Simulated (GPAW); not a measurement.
Band structure of PbO₂ (P4_2/mnm, 6 atoms in the cell).

```yaml
crystal:
  lattice:
    - [4.94851, 0.00000, 0.00000]
    - [0.00000, 4.94851, 0.00000]
    - [0.00000, 0.00000, 3.37730]
  atoms:
    - { symbol: Pb, position: [0.00000, 0.00000, 0.00000] }
    - { symbol: Pb, position: [0.50000, 0.50000, 0.50000] }
    - { symbol: O, position: [0.30743, 0.30743, 0.00000] }
    - { symbol: O, position: [0.69257, 0.69257, 0.00000] }
    - { symbol: O, position: [0.19257, 0.80743, 0.50000] }
    - { symbol: O, position: [0.80743, 0.19257, 0.50000] }
```

Level of theory: PBE, GPAW PAW datasets PBE (gpaw-data 1.0.1) (plane waves; GPAW).

Settings: mode = pw; ecut = 900 eV; xc = PBE; kpts = 6 6 9; mesh shift (steps) = 0 0 0; occupations.name = methfessel-paxton; occupations.width = 0.1 eV; occupations.order = 0; nbands = -12; convergence.density = 1e-05 e/electron; convergence.energy = 1e-05 eV/electron; symmetry.symmorphic = false; symmetry.tolerance = 0.0005; maxiter = 100.

The starting cell comes from a database of computed structures (which also holds hypothetical and non-ambient phases and stackings), without a prior relaxation at this level. Its lattice was rescaled by a random factor within 2.5 % of one. Spin-orbit coupling is off. The run gives no clean gap (levels at the Fermi energy touch, overlap or are partly filled at this smearing), which alone does not show that the compound is a metal.

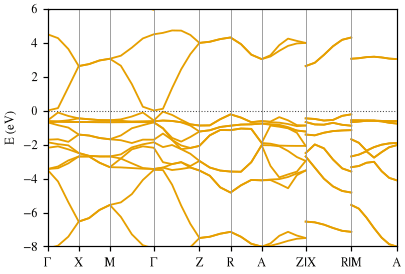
Bands along the path, energies from the Fermi level.

Levels in eV from the Fermi level, bands 23 to 30:
```csv
point,23,24,25,26,27,28,29,30
Γ,-0.70,-0.63,-0.63,-0.59,0.00,4.48,5.93,5.93
X,-0.68,-0.68,-0.46,-0.46,2.61,2.61,6.55,6.55
M,-0.69,-0.69,-0.57,-0.57,3.05,3.05,6.85,6.85
Z,-1.24,-1.24,-0.88,-0.88,3.98,3.98,9.02,9.02
R,-0.89,-0.89,-0.23,-0.23,4.30,4.30,7.45,7.45
A,-0.77,-0.77,-0.62,-0.62,3.02,3.02,8.40,8.40
```

No band crosses the Fermi level by more than 0.03 eV along this path.
